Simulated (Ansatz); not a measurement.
```xyz
7

Cd    0.0538   -0.0546   -0.0001
N     0.2963    0.0013    1.9939
H    -0.0903    0.8497    2.3972
H    -0.1809   -0.7693    2.4535
N    -0.0068   -0.2977   -1.9940
H     0.7742    0.1624   -2.4534
H    -0.8463    0.1082   -2.3972
```

Geometry: r2SCAN-D4/def2-TZVP; core potentials replace the inner electrons of Cd.

These are results of RKS PBE0-D4/def2-TZVP (Ansatz 0.2.0), not measurements.

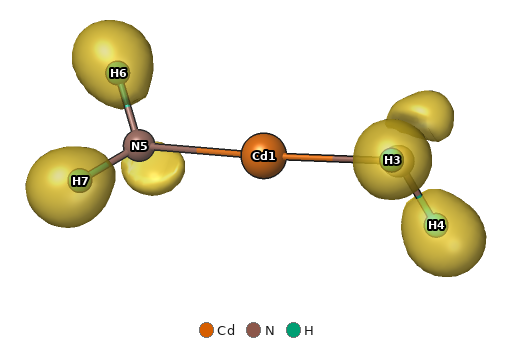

CdH₄N₂ (Cd(NH2)2). Isosurface of the electron localisation function at 0.9 (yellow), seen at a tilt. Only the valence region is drawn (cores and ρ < 0.01 e/Å³ removed).

Question: Identify the bonds, lone pairs and shells in this picture.

Answer: The ELF exceeds this value in four regions around hydrogen nuclei and two lobes on N, pointing away from the bonds (lone pairs). Profiles from the grid: Cd–N (2.01 Å): the ELF peaks at about 0.85 in the valence shell of N, 0.7 Å from its nucleus, and is about 0.20 at the midpoint. N–H (1.02 Å): the ELF climbs to about 1 towards the hydrogen, as it does in any bond to H; an ordinary covalent bond to hydrogen.
